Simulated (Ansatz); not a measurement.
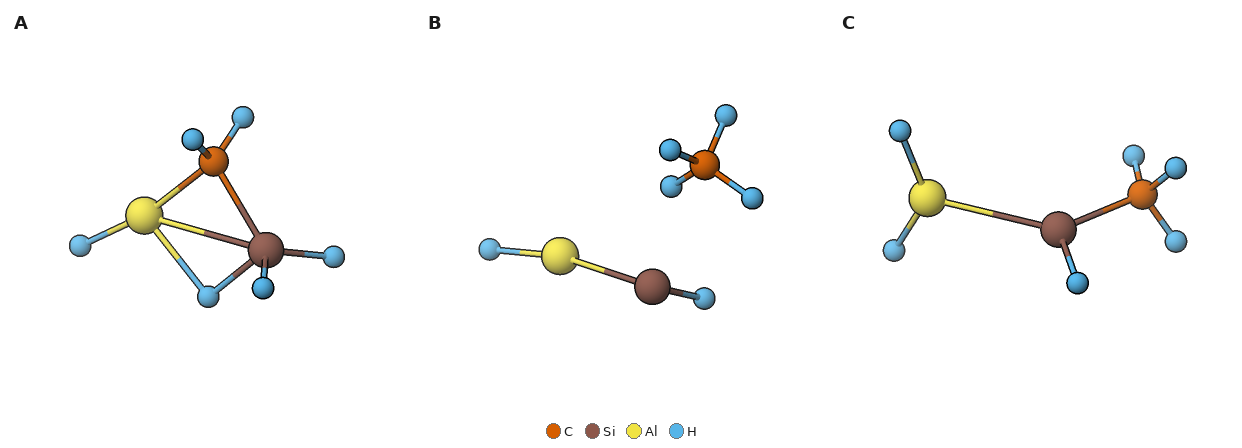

3 stationary structures of one formula. Charge +1, singlet. Geometries: PBE-D4/def2-SVP. Electronic energies: PBE-D4/def2-SVP (Ansatz 0.2.0), without zero-point energy. No frequency run is at hand to confirm each as a minimum. Each is one conformer, not always the lowest.

Which is lowest in energy, and by how much?

Answer. A is lowest; C lies 65.3 kJ/mol above it, B lies 144.0 kJ/mol above it.
